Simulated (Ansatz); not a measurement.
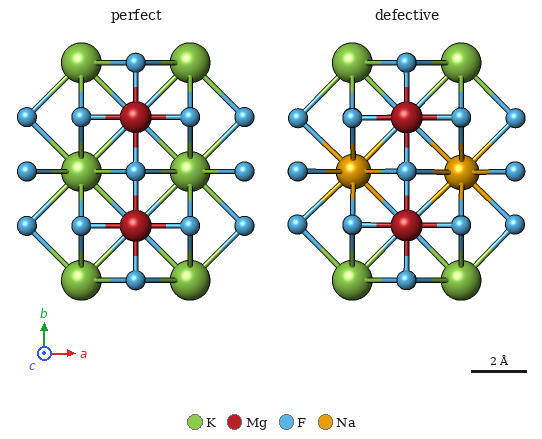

Left: perfect KMgF3. Right: the same region with a pair of point defects, after relaxing the atoms in a supercell of 40 sites. A ball-and-stick model of the atoms within 4.6 Å of one point, in a slice 4.2 Å thick across the line of sight, seen along the c axis.

Theory: DFT, PBEsol, PAW, plane waves (Ansatz 0.2.0). Settings: plane-wave cutoff 420 eV; k-point mesh 1 × 1 × 1; mesh shifted by (0.25, 0.25, 0.25); no spin polarisation. Fermi-Dirac smearing of 0.01 eV. The axes drawn are those of the host's conventional cell.

Question: What kind of defect was made?

Answer: Two potassium atoms are replaced by sodium, the two sites 4.0 Å apart.

The charge state of the cell is 0.

Question: How does the lattice respond?

Answer: One site: in the host the K atom has 12 F at 2.82 Å; the Na atom ends with 12 F at 2.72 to 2.87 Å. The other site: in the host the K atom has 12 F at 2.82 Å; the Na atom ends with 12 F at 2.72 to 2.88 Å. Of the host's atoms, a fluorine atom moves furthest from its site, by 0.06 Å. The Na atom itself moves 0.07 Å from where it was put. The Na atom itself moves 0.07 Å from where it was put.

Limits of the set-up: the periodic images lie only 8.0 Å apart, so the values are limited by the cell's size.
